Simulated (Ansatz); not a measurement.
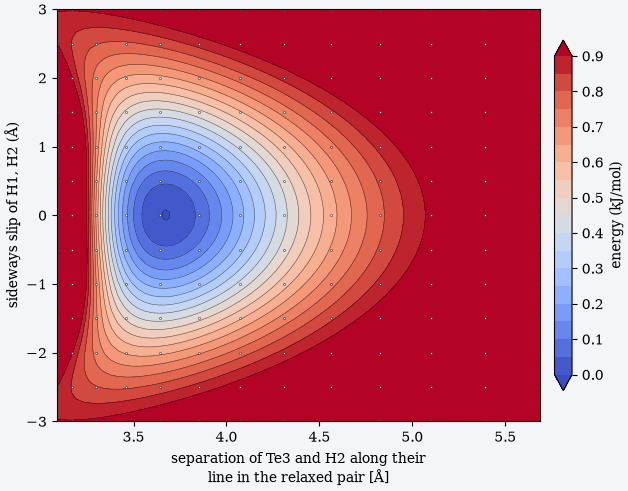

The pair H₂···H₂Te. The first coordinate is: separation of Te3 and H2 along their line in the relaxed pair; the second: sideways slip of H1, H2. Nothing is relaxed (both partners rigid). The scan uses a 13 × 13 grid. Points are written as (first, second). Energies: kJ/mol, counted from the lowest grid point. Method: RKS r2SCAN0-D4/def2-TZVPD (Ansatz 0.2.0).

Drawn: filled contours, dots at the grid points, one colour for all values above the top of the scale. Between grid points the surface is interpolated.

Question: Estimate the position of the minimum and the force constants in these coordinates.

Answer: The interpolated minimum is at the first coordinate ≈ 3.675 Å, sideways slip of H1, H2 ≈ 0.00 Å. The curvatures there are about 0.053 eV/Å² and 0.0055 eV/Å², with a cross term of about 0 eV/Å². Round the minimum the two coordinates are nearly uncoupled. (1 eV is 96.5 kJ/mol.)
